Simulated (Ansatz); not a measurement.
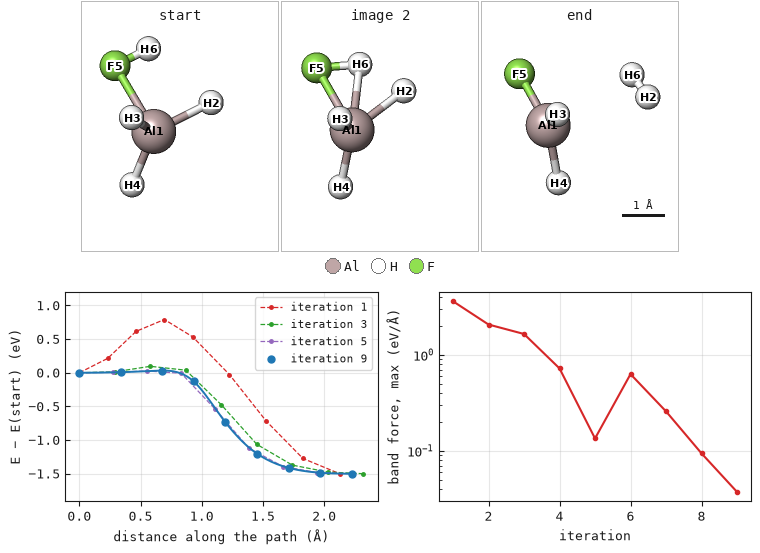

A nudged-elastic-band calculation for AlH4F. Images are numbered from 0 (start) to 8 (end). The plot follows the band through its iterations. Style: ball-and-stick. Shown from a free direction.

Theory: RKS B3LYP/def2-TZVP in Ansatz 0.2.0. Run with 7 movable images; climbing image; force threshold 0.05 eV/Å; iteration limit 60; starting path through a guess of the saddle point.

Did the band converge, and can the barrier be trusted?

Answer. The result is final at these settings. The band converged in 9 iterations. The largest component of the band force went from 3.6 to 0.037 eV/Å. The climbing image converged on the top of the path. Its vibrational analysis gives one imaginary mode (418i cm⁻¹), as a transition state must have. The first iteration put the highest image at 0.79 eV. Forward barrier 0.03 eV, backward barrier 1.53 eV, with image 2 at the top; the reaction energy is −1.50 eV.
